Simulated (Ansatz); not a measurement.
## Run report: Si2H8O, molecular dynamics (part 1 of 2)

System: Si2H8O, SMILES [SiH4].[SiH3]O.
Method: RKS r2SCAN-D4/cc-pVDZ (Ansatz 0.2.0).

Figures and captions count atoms from 1; the log counts them from 0 in places.

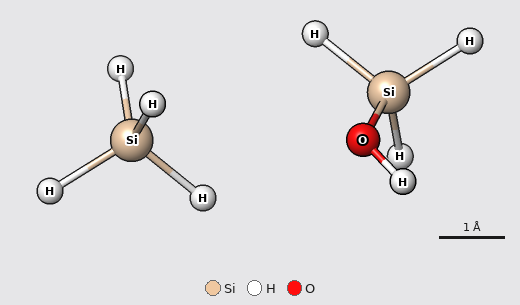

*The structure as given in the input (ball-and-stick view, seen at a tilt).*

Bond lengths as drawn: H–O 0.96 Å, H–Si 1.48 to 1.49 Å and O–Si 1.65 Å.

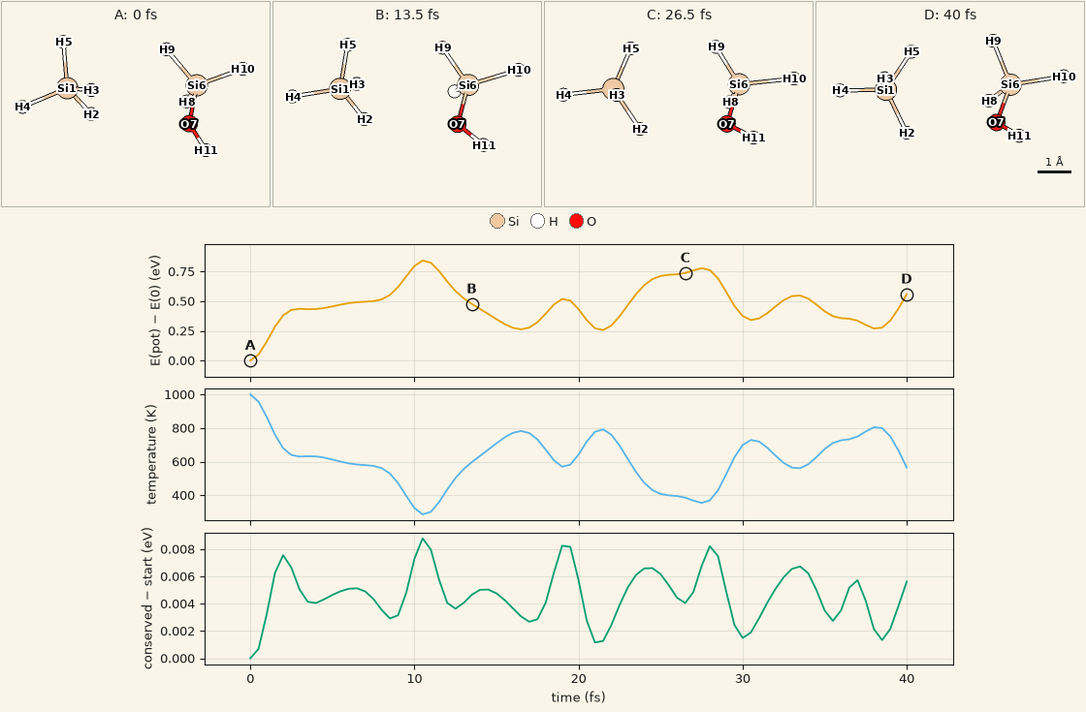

*Frames of the molecular dynamics (ball-and-stick, seen at a tilt) above the curves, on which the letters mark them.*

The trajectory kept here has 81 frames over 40 fs. The temperature starts at 1000 K, ranges from 285 to 1000 K and averages 611 K over the second half. The potential energy ends 0.559 eV above its first value. The conserved quantity stays within 0.0088 eV. After an unweighted best fit of the last frame on the first, the root-mean-square displacement is 0.59 Å, and H5 has moved furthest (1.01 Å).

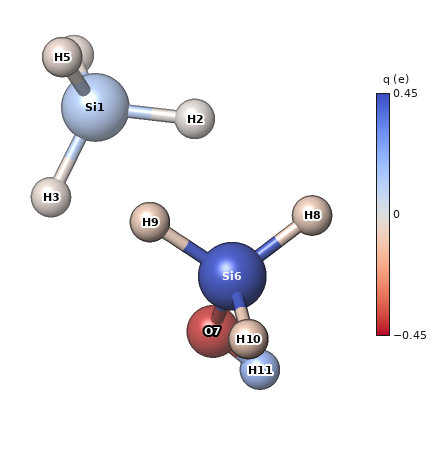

*Mulliken charges, as the colour of each atom (ball-and-stick view, seen at a tilt; atoms are numbered from 1 in the order of the input).*

By element: Si +0.14 to +0.43, H −0.08 to +0.22 and O −0.40 e.

The input and output of the run follow.

### Input file
```yaml
crystal:
  periodic: [false, false, false]
  atoms:
    - {symbol: Si, position_ang: [-0.024270, -0.081261, -2.200050]}
    - {symbol: H, position_ang: [-0.078734, -1.204868, -1.230684]}
    - {symbol: H, position_ang: [-0.844151, 1.051033, -1.705488]}
    - {symbol: H, position_ang: [-0.548408, -0.542629, -3.511719]}
    - {symbol: H, position_ang: [1.385697, 0.355652, -2.365365]}
    - {symbol: Si, position_ang: [0.410656, 0.102519, 1.804454]}
    - {symbol: O, position_ang: [-1.195486, 0.282598, 1.484497]}
    - {symbol: H, position_ang: [0.819606, -1.328543, 1.791759]}
    - {symbol: H, position_ang: [1.121671, 0.837698, 0.732602]}
    - {symbol: H, position_ang: [0.773427, 0.674744, 3.130183]}
    - {symbol: H, position_ang: [-1.819909, -0.146943, 2.069710]}
basis:
  gaussian: {orbitals: cc-pVDZ}
hamiltonian: {xc: r2scan, dispersion: d4}
md: {n_steps: 80, timestep: 0.5, temperature: 1000, ensemble: nvt_nose_hoover, seed: 473, initial_velocities: maxwell_boltzmann}
```

Launched with:
```bash
ansatz run in.yaml --threads 4 --pin off --events-out ev --progress --plain --max-ram 9574MiB
```

### The program's output
```
Functional definition: r2SCAN
  name "r2SCAN"
  cite "Furness, Kaplan, Ning, Perdew & Sun, J. Phys. Chem. Lett. 11, 8208 (2020) doi:10.1021/acs.jpclett.0c02405"
  cite "Furness, Kaplan, Ning, Perdew & Sun, J. Phys. Chem. Lett. 11, 9248 (2020) doi:10.1021/acs.jpclett.0c03077"
  parent r2scan
  parameter k0 = 0.174
  parameter k1 = 0.065
  parameter a1 = 4.9479
  exchange = r2scan_x(k0 = k0, k1 = k1, a1 = a1)
  correlation = r2scan_c
1075 factors; their error is unknown
mean field evaluation 1: about -17925.6660 eV, gradient 4.8e1 eV
mean field evaluation 2: about -17913.5788 eV, gradient 9.2e1 eV
mean field evaluation 4: about -17929.8676 eV, gradient 1.6e0 eV
mean field evaluation 8: about -17929.8736 eV, gradient 4.6e-2 eV
mean field evaluation 16: about -17929.8483 eV, gradient 6.1e-6 eV
mean field -17929.84827664 eV, -658.9097708787 hartree, gradient 6.1e-6 eV, S^2 0.000000; 0 other end points of the search recorded, 0 dependent functions left out
the calculation of the forces begins
reference -17929.84828899 eV, -658.9097713327 hartree; 22, 22 occupied and 68, 68 virtual orbitals, 1075 factors
md step     0: t =     0.00 fs  T =  1000.0 K  F+E_penalty+E_count = -17929.89216232 eV  E_kin = 1.163340 eV  conserved = -17928.72882233 eV  (24 SCF iters)
these checks for a lower state are left out or cut short: starts, cluster_reference, orbital_swaps, neighbouring_geometries, increment
1075 factors; their error is unknown
mean field -17929.79753637 eV, -658.9079062083 hartree, gradient 6.6e-5 eV, S^2 0.000000; 0 other end points of the search recorded, 0 dependent functions left out
the calculation of the forces begins
reference -17929.79754868 eV, -658.9079066606 hartree; 22, 22 occupied and 68, 68 virtual orbitals, 1075 factors
md step     1: t =     0.50 fs  T =   957.0 K  F+E_penalty+E_count = -17929.84145414 eV  E_kin = 1.113316 eV  conserved = -17928.72813797 eV  (23 SCF iters, 3 dispersion substeps)
[... from here on the SCF iterations and repeated set-up lines of each step are left out, up to the last step ...]
md step     2: t =     1.00 fs  T =   866.0 K  F+E_penalty+E_count = -17929.73302457 eV  E_kin = 1.007442 eV  conserved = -17928.72558567 eV  (23 SCF iters, 3 dispersion substeps)
md step     3: t =     1.50 fs  T =   760.9 K  F+E_penalty+E_count = -17929.60773036 eV  E_kin = 0.885171 eV  conserved = -17928.72257145 eV  (23 SCF iters, 3 dispersion substeps)
md step     4: t =     2.00 fs  T =   679.5 K  F+E_penalty+E_count = -17929.51177950 eV  E_kin = 0.790544 eV  conserved = -17928.72126562 eV  (23 SCF iters, 3 dispersion substeps)
md step     5: t =     2.50 fs  T =   639.1 K  F+E_penalty+E_count = -17929.46564333 eV  E_kin = 0.743523 eV  conserved = -17928.72217787 eV  (23 SCF iters, 3 dispersion substeps)
md step     6: t =     3.00 fs  T =   630.0 K  F+E_penalty+E_count = -17929.45652853 eV  E_kin = 0.732850 eV  conserved = -17928.72377757 eV  (23 SCF iters, 3 dispersion substeps)
md step     7: t =     3.50 fs  T =   631.8 K  F+E_penalty+E_count = -17929.45954812 eV  E_kin = 0.735017 eV  conserved = -17928.72468312 eV  (23 SCF iters, 3 dispersion substeps)
md step     8: t =     4.00 fs  T =   631.0 K  F+E_penalty+E_count = -17929.45858658 eV  E_kin = 0.734033 eV  conserved = -17928.72477338 eV  (23 SCF iters, 3 dispersion substeps)
md step     9: t =     4.50 fs  T =   623.8 K  F+E_penalty+E_count = -17929.44987456 eV  E_kin = 0.725675 eV  conserved = -17928.72450039 eV  (23 SCF iters, 3 dispersion substeps)
md step    10: t =     5.00 fs  T =   612.3 K  F+E_penalty+E_count = -17929.43607503 eV  E_kin = 0.712288 eV  conserved = -17928.72418064 eV  (23 SCF iters, 3 dispersion substeps)
md step    11: t =     5.50 fs  T =   599.8 K  F+E_penalty+E_count = -17929.42124124 eV  E_kin = 0.697826 eV  conserved = -17928.72391290 eV  (23 SCF iters, 3 dispersion substeps)
md step    12: t =     6.00 fs  T =   589.4 K  F+E_penalty+E_count = -17929.40880095 eV  E_kin = 0.685687 eV  conserved = -17928.72372829 eV  (23 SCF iters, 3 dispersion substeps)
md step    13: t =     6.50 fs  T =   582.6 K  F+E_penalty+E_count = -17929.40074670 eV  E_kin = 0.677793 eV  conserved = -17928.72369686 eV  (24 SCF iters, 3 dispersion substeps)
md step    14: t =     7.00 fs  T =   578.9 K  F+E_penalty+E_count = -17929.39652238 eV  E_kin = 0.673483 eV  conserved = -17928.72392530 eV  (23 SCF iters, 3 dispersion substeps)
md step    15: t =     7.50 fs  T =   574.3 K  F+E_penalty+E_count = -17929.39158072 eV  E_kin = 0.668142 eV  conserved = -17928.72447909 eV  (23 SCF iters, 3 dispersion substeps)
md step    16: t =     8.00 fs  T =   561.0 K  F+E_penalty+E_count = -17929.37674097 eV  E_kin = 0.652678 eV  conserved = -17928.72527021 eV  (23 SCF iters, 3 dispersion substeps)
md step    17: t =     8.50 fs  T =   529.2 K  F+E_penalty+E_count = -17929.34010830 eV  E_kin = 0.615586 eV  conserved = -17928.72590416 eV  (23 SCF iters, 3 dispersion substeps)
md step    18: t =     9.00 fs  T =   472.3 K  F+E_penalty+E_count = -17929.27353273 eV  E_kin = 0.549413 eV  conserved = -17928.72567535 eV  (23 SCF iters, 3 dispersion substeps)
md step    19: t =     9.50 fs  T =   396.1 K  F+E_penalty+E_count = -17929.18305561 eV  E_kin = 0.460744 eV  conserved = -17928.72403090 eV  (23 SCF iters, 3 dispersion substeps)
md step    20: t =    10.00 fs  T =   323.3 K  F+E_penalty+E_count = -17929.09578599 eV  E_kin = 0.376123 eV  conserved = -17928.72153062 eV  (24 SCF iters, 3 dispersion substeps)
md step    21: t =    10.50 fs  T =   285.4 K  F+E_penalty+E_count = -17929.05004075 eV  E_kin = 0.332011 eV  conserved = -17928.72003518 eV  (25 SCF iters, 3 dispersion substeps)
md step    22: t =    11.00 fs  T =   300.4 K  F+E_penalty+E_count = -17929.06817579 eV  E_kin = 0.349473 eV  conserved = -17928.72085374 eV  (26 SCF iters, 3 dispersion substeps)
md step    23: t =    11.50 fs  T =   358.9 K  F+E_penalty+E_count = -17929.13828046 eV  E_kin = 0.417551 eV  conserved = -17928.72305698 eV  (23 SCF iters, 3 dispersion substeps)
md step    24: t =    12.00 fs  T =   433.9 K  F+E_penalty+E_count = -17929.22698351 eV  E_kin = 0.504776 eV  conserved = -17928.72476186 eV  (24 SCF iters, 3 dispersion substeps)
md step    25: t =    12.50 fs  T =   502.2 K  F+E_penalty+E_count = -17929.30656468 eV  E_kin = 0.584214 eV  conserved = -17928.72518978 eV  (23 SCF iters, 3 dispersion substeps)
md step    26: t =    13.00 fs  T =   555.5 K  F+E_penalty+E_count = -17929.36785003 eV  E_kin = 0.646262 eV  conserved = -17928.72476315 eV  (24 SCF iters, 3 dispersion substeps)
md step    27: t =    13.50 fs  T =   597.3 K  F+E_penalty+E_count = -17929.41542606 eV  E_kin = 0.694816 eV  conserved = -17928.72416668 eV  (23 SCF iters, 3 dispersion substeps)
md step    28: t =    14.00 fs  T =   634.3 K  F+E_penalty+E_count = -17929.45770495 eV  E_kin = 0.737879 eV  conserved = -17928.72380484 eV  (24 SCF iters, 3 dispersion substeps)
md step    29: t =    14.50 fs  T =   671.4 K  F+E_penalty+E_count = -17929.50035691 eV  E_kin = 0.781012 eV  conserved = -17928.72378607 eV  (23 SCF iters, 3 dispersion substeps)
md step    30: t =    15.00 fs  T =   709.2 K  F+E_penalty+E_count = -17929.54412885 eV  E_kin = 0.825005 eV  conserved = -17928.72406672 eV  (23 SCF iters, 3 dispersion substeps)
md step    31: t =    15.50 fs  T =   744.5 K  F+E_penalty+E_count = -17929.58520147 eV  E_kin = 0.866130 eV  conserved = -17928.72455558 eV  (23 SCF iters, 3 dispersion substeps)
md step    32: t =    16.00 fs  T =   771.4 K  F+E_penalty+E_count = -17929.61648511 eV  E_kin = 0.897387 eV  conserved = -17928.72515829 eV  (23 SCF iters, 3 dispersion substeps)
md step    33: t =    16.50 fs  T =   782.3 K  F+E_penalty+E_count = -17929.62918443 eV  E_kin = 0.910089 eV  conserved = -17928.72575662 eV  (23 SCF iters, 3 dispersion substeps)
md step    34: t =    17.00 fs  T =   770.2 K  F+E_penalty+E_count = -17929.61489336 eV  E_kin = 0.896017 eV  conserved = -17928.72614927 eV  (23 SCF iters, 3 dispersion substeps)
md step    35: t =    17.50 fs  T =   731.6 K  F+E_penalty+E_count = -17929.56913346 eV  E_kin = 0.851048 eV  conserved = -17928.72596001 eV  (23 SCF iters, 3 dispersion substeps)
md step    36: t =    18.00 fs  T =   671.3 K  F+E_penalty+E_count = -17929.49724903 eV  E_kin = 0.780952 eV  conserved = -17928.72474555 eV  (23 SCF iters, 3 dispersion substeps)
md step    37: t =    18.50 fs  T =   607.7 K  F+E_penalty+E_count = -17929.42049324 eV  E_kin = 0.706933 eV  conserved = -17928.72254387 eV  (25 SCF iters, 3 dispersion substeps)
md step    38: t =    19.00 fs  T =   569.8 K  F+E_penalty+E_count = -17929.37389834 eV  E_kin = 0.662815 eV  conserved = -17928.72057484 eV  (25 SCF iters, 3 dispersion substeps)
md step    39: t =    19.50 fs  T =   581.5 K  F+E_penalty+E_count = -17929.38719265 eV  E_kin = 0.676537 eV  conserved = -17928.72065691 eV  (25 SCF iters, 3 dispersion substeps)
md step    40: t =    20.00 fs  T =   641.5 K  F+E_penalty+E_count = -17929.45880732 eV  E_kin = 0.746275 eV  conserved = -17928.72309151 eV  (25 SCF iters, 3 dispersion substeps)
md step    41: t =    20.50 fs  T =   719.5 K  F+E_penalty+E_count = -17929.55188556 eV  E_kin = 0.837027 eV  conserved = -17928.72605288 eV  (24 SCF iters, 3 dispersion substeps)
md step    42: t =    21.00 fs  T =   777.4 K  F+E_penalty+E_count = -17929.62015671 eV  E_kin = 0.904397 eV  conserved = -17928.72766591 eV  (25 SCF iters, 3 dispersion substeps)
md step    43: t =    21.50 fs  T =   791.7 K  F+E_penalty+E_count = -17929.63588912 eV  E_kin = 0.920996 eV  conserved = -17928.72755626 eV  (25 SCF iters, 3 dispersion substeps)
md step    44: t =    22.00 fs  T =   760.2 K  F+E_penalty+E_count = -17929.59731991 eV  E_kin = 0.884357 eV  conserved = -17928.72638529 eV  (25 SCF iters, 3 dispersion substeps)
md step    45: t =    22.50 fs  T =   695.6 K  F+E_penalty+E_count = -17929.52003917 eV  E_kin = 0.809261 eV  conserved = -17928.72492363 eV  (25 SCF iters, 3 dispersion substeps)
md step    46: t =    23.00 fs  T =   616.0 K  F+E_penalty+E_count = -17929.42549244 eV  E_kin = 0.716667 eV  conserved = -17928.72363439 eV  (25 SCF iters, 3 dispersion substeps)
md step    47: t =    23.50 fs  T =   538.1 K  F+E_penalty+E_count = -17929.33334149 eV  E_kin = 0.626030 eV  conserved = -17928.72271816 eV  (26 SCF iters, 3 dispersion substeps)
md step    48: t =    24.00 fs  T =   474.1 K  F+E_penalty+E_count = -17929.25782979 eV  E_kin = 0.551536 eV  conserved = -17928.72223871 eV  (25 SCF iters, 3 dispersion substeps)
md step    49: t =    24.50 fs  T =   430.4 K  F+E_penalty+E_count = -17929.20642713 eV  E_kin = 0.500651 eV  conserved = -17928.72221689 eV  (26 SCF iters, 3 dispersion substeps)
md step    50: t =    25.00 fs  T =   407.2 K  F+E_penalty+E_count = -17929.17939529 eV  E_kin = 0.473655 eV  conserved = -17928.72265367 eV  (25 SCF iters, 3 dispersion substeps)
md step    51: t =    25.50 fs  T =   398.7 K  F+E_penalty+E_count = -17929.16994243 eV  E_kin = 0.463853 eV  conserved = -17928.72347220 eV  (26 SCF iters, 3 dispersion substeps)
md step    52: t =    26.00 fs  T =   394.9 K  F+E_penalty+E_count = -17929.16587065 eV  E_kin = 0.459349 eV  conserved = -17928.72438183 eV  (26 SCF iters, 3 dispersion substeps)
md step    53: t =    26.50 fs  T =   385.2 K  F+E_penalty+E_count = -17929.15459918 eV  E_kin = 0.448169 eV  conserved = -17928.72477333 eV  (26 SCF iters, 3 dispersion substeps)
md step    54: t =    27.00 fs  T =   367.4 K  F+E_penalty+E_count = -17929.13254826 eV  E_kin = 0.427404 eV  conserved = -17928.72396669 eV  (26 SCF iters, 3 dispersion substeps)
md step    55: t =    27.50 fs  T =   353.8 K  F+E_penalty+E_count = -17929.11437573 eV  E_kin = 0.411609 eV  conserved = -17928.72206375 eV  (25 SCF iters, 3 dispersion substeps)
md step    56: t =    28.00 fs  T =   368.7 K  F+E_penalty+E_count = -17929.12971366 eV  E_kin = 0.428890 eV  conserved = -17928.72060978 eV  (25 SCF iters, 3 dispersion substeps)
md step    57: t =    28.50 fs  T =   428.9 K  F+E_penalty+E_count = -17929.19994518 eV  E_kin = 0.498948 eV  conserved = -17928.72133774 eV  (26 SCF iters, 3 dispersion substeps)
md step    58: t =    29.00 fs  T =   525.2 K  F+E_penalty+E_count = -17929.31392499 eV  E_kin = 0.611018 eV  conserved = -17928.72392858 eV  (26 SCF iters, 3 dispersion substeps)
md step    59: t =    29.50 fs  T =   625.8 K  F+E_penalty+E_count = -17929.43251797 eV  E_kin = 0.728004 eV  conserved = -17928.72637366 eV  (24 SCF iters, 3 dispersion substeps)
md step    60: t =    30.00 fs  T =   698.6 K  F+E_penalty+E_count = -17929.51720364 eV  E_kin = 0.812710 eV  conserved = -17928.72733310 eV  (24 SCF iters, 3 dispersion substeps)
md step    61: t =    30.50 fs  T =   728.8 K  F+E_penalty+E_count = -17929.55086424 eV  E_kin = 0.847841 eV  conserved = -17928.72693306 eV  (23 SCF iters, 3 dispersion substeps)
md step    62: t =    31.00 fs  T =   719.4 K  F+E_penalty+E_count = -17929.53776796 eV  E_kin = 0.836884 eV  conserved = -17928.72589310 eV  (23 SCF iters, 3 dispersion substeps)
md step    63: t =    31.50 fs  T =   683.2 K  F+E_penalty+E_count = -17929.49351284 eV  E_kin = 0.794841 eV  conserved = -17928.72475770 eV  (24 SCF iters, 3 dispersion substeps)
md step    64: t =    32.00 fs  T =   635.9 K  F+E_penalty+E_count = -17929.43645058 eV  E_kin = 0.739826 eV  conserved = -17928.72373753 eV  (23 SCF iters, 3 dispersion substeps)
md step    65: t =    32.50 fs  T =   592.2 K  F+E_penalty+E_count = -17929.38368452 eV  E_kin = 0.688882 eV  conserved = -17928.72288535 eV  (23 SCF iters, 3 dispersion substeps)
md step    66: t =    33.00 fs  T =   564.2 K  F+E_penalty+E_count = -17929.34960201 eV  E_kin = 0.656340 eV  conserved = -17928.72227353 eV  (23 SCF iters, 3 dispersion substeps)
md step    67: t =    33.50 fs  T =   560.6 K  F+E_penalty+E_count = -17929.34433638 eV  E_kin = 0.652173 eV  conserved = -17928.72209385 eV  (23 SCF iters, 3 dispersion substeps)
md step    68: t =    34.00 fs  T =   583.7 K  F+E_penalty+E_count = -17929.37079995 eV  E_kin = 0.679085 eV  conserved = -17928.72259566 eV  (23 SCF iters, 3 dispersion substeps)
md step    69: t =    34.50 fs  T =   627.0 K  F+E_penalty+E_count = -17929.42132833 eV  E_kin = 0.729403 eV  conserved = -17928.72382808 eV  (23 SCF iters, 3 dispersion substeps)
md step    70: t =    35.00 fs  T =   675.1 K  F+E_penalty+E_count = -17929.47770166 eV  E_kin = 0.785394 eV  conserved = -17928.72532505 eV  (23 SCF iters, 3 dispersion substeps)
md step    71: t =    35.50 fs  T =   710.8 K  F+E_penalty+E_count = -17929.51880416 eV  E_kin = 0.826939 eV  conserved = -17928.72608406 eV  (23 SCF iters, 3 dispersion substeps)
md step    72: t =    36.00 fs  T =   726.8 K  F+E_penalty+E_count = -17929.53530461 eV  E_kin = 0.845476 eV  conserved = -17928.72530738 eV  (23 SCF iters, 3 dispersion substeps)
md step    73: t =    36.50 fs  T =   733.3 K  F+E_penalty+E_count = -17929.53989965 eV  E_kin = 0.853028 eV  conserved = -17928.72364396 eV  (23 SCF iters, 3 dispersion substeps)
md step    74: t =    37.00 fs  T =   749.1 K  F+E_penalty+E_count = -17929.55646470 eV  E_kin = 0.871467 eV  conserved = -17928.72309734 eV  (25 SCF iters, 3 dispersion substeps)
md step    75: t =    37.50 fs  T =   779.2 K  F+E_penalty+E_count = -17929.59165215 eV  E_kin = 0.906531 eV  conserved = -17928.72460157 eV  (25 SCF iters, 3 dispersion substeps)
md step    76: t =    38.00 fs  T =   804.9 K  F+E_penalty+E_count = -17929.62217027 eV  E_kin = 0.936412 eV  conserved = -17928.72668281 eV  (23 SCF iters, 3 dispersion substeps)
md step    77: t =    38.50 fs  T =   799.6 K  F+E_penalty+E_count = -17929.61527643 eV  E_kin = 0.930185 eV  conserved = -17928.72748979 eV  (23 SCF iters, 3 dispersion substeps)
md step    78: t =    39.00 fs  T =   750.5 K  F+E_penalty+E_count = -17929.55594763 eV  E_kin = 0.873112 eV  conserved = -17928.72666944 eV  (23 SCF iters, 3 dispersion substeps)
md step    79: t =    39.50 fs  T =   665.3 K  F+E_penalty+E_count = -17929.45384176 eV  E_kin = 0.774026 eV  conserved = -17928.72497329 eV  (23 SCF iters, 3 dispersion substeps)
these checks for a lower state are left out or cut short: starts, cluster_reference, orbital_swaps, neighbouring_geometries, increment
1075 factors; their error is unknown
mean field evaluation 512: about -17929.3151 eV, gradient 4.9e-3 eV
mean field -17929.28751745 eV, -658.8891633589 hartree, gradient 8.3e-5 eV, S^2 0.000000; 0 other end points of the search recorded, 0 dependent functions left out
the calculation of the forces begins
reference -17929.28752963 eV, -658.8891638062 hartree; 22, 22 occupied and 68, 68 virtual orbitals, 1075 factors
1075 factors; their error is unknown
mean field -17929.28751745 eV, -658.8891633589 hartree, gradient 8.3e-5 eV, S^2 0.000000; 1 other end points of the search recorded, 0 dependent functions left out
the calculation of the forces begins
reference -17929.28752963 eV, -658.8891638062 hartree; 22, 22 occupied and 68, 68 virtual orbitals, 1075 factors
```
